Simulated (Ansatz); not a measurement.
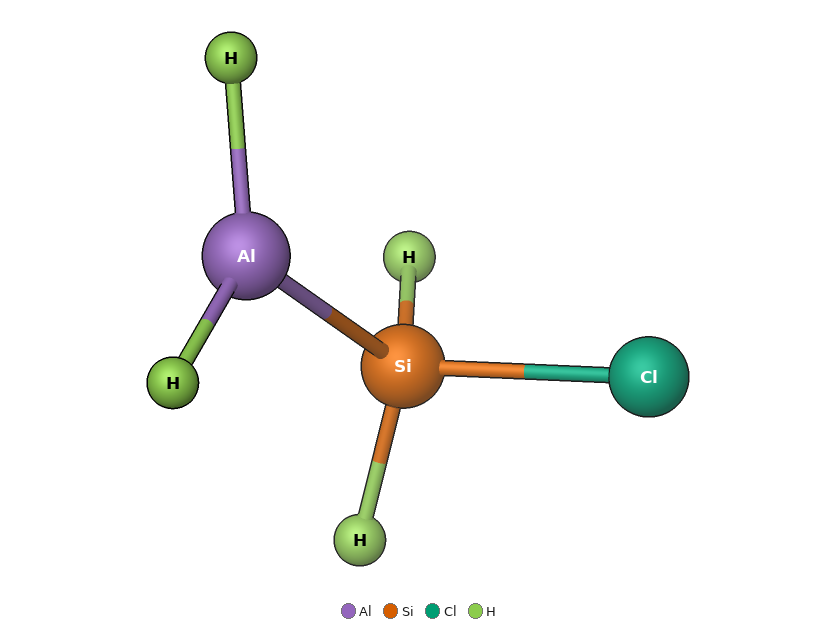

Ball-and-stick drawing of a structure.

Count the atoms of each element.

Answer. AlClH₄Si, 7 atoms: 1 aluminium, 1 chlorine, 4 hydrogen and 1 silicon.

How many sets of symmetry-equivalent atoms are there?

Answer. 5: 1 Al, 1 Si, 1 Cl, 2 H, 2 H.

Which point group does it belong to?

Answer. Cs.

Name some functional groups or characteristic bonds that it holds.

Answer. Among them: Si–H bond.

Give a SMILES string for it.

Answer. [AlH2][SiH2]Cl

The parts below concern this one geometry. Atoms keep their numbers from picture to picture. The geometry was computed by an optimisation with PBE0-D4/def2-TZVP.

**Vibrations**

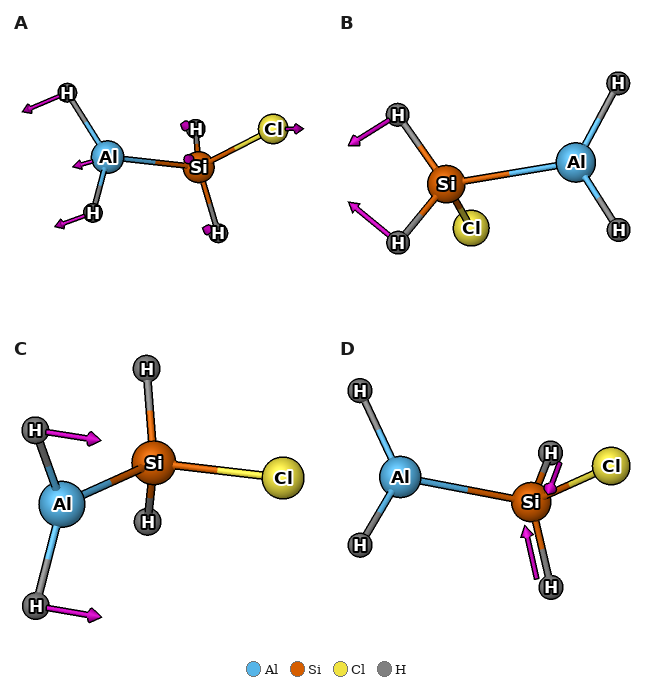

4 normal modes of one molecule or complex, as arrows. Harmonic vibrations computed with RKS PBE0-D4/def2-TZVP (Ansatz 0.2.0) at a stationary point of the same level.

Match the panels to the wavenumbers 71 cm⁻¹, 554 cm⁻¹, 939 cm⁻¹, 2208 cm⁻¹.

Answer. A: 71 cm⁻¹, Al–Si–Cl bending
B: 939 cm⁻¹, H–Si–H bending
C: 554 cm⁻¹, a torsion or out-of-plane motion in which bond lengths and bond angles hardly change
D: 2208 cm⁻¹, in-phase stretching of 2 Si–H bonds

**Electronic properties**

Method: RKS CAM-B3LYP-D4/def2-TZVPP (Ansatz 0.2.0).

What is the HOMO energy (Kohn–Sham orbital)?

Answer. −8.83 eV.

What is the HOMO–LUMO gap?

Answer. 7.46 eV.

What is the dispersion correction?

Answer. −12.6 kJ/mol.

**Charges**

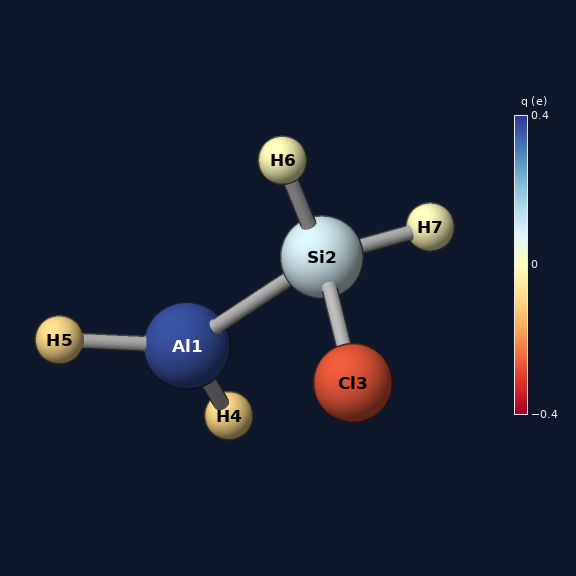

Atoms are coloured by their Mulliken charges. Level of theory: RKS PBE0-D4/def2-TZVP (Ansatz 0.2.0).

List the Mulliken charges.

| atom | value (e) |
| --- | --- |
| Al1 | 0.36 |
| Si2 | 0.09 |
| Cl3 | −0.26 |
| H4 | −0.09 |
| H5 | −0.09 |
| H6 | −0.01 |
| H7 | −0.01 |

Mulliken values depend strongly on the basis set and can even reverse the polarity of a bond.
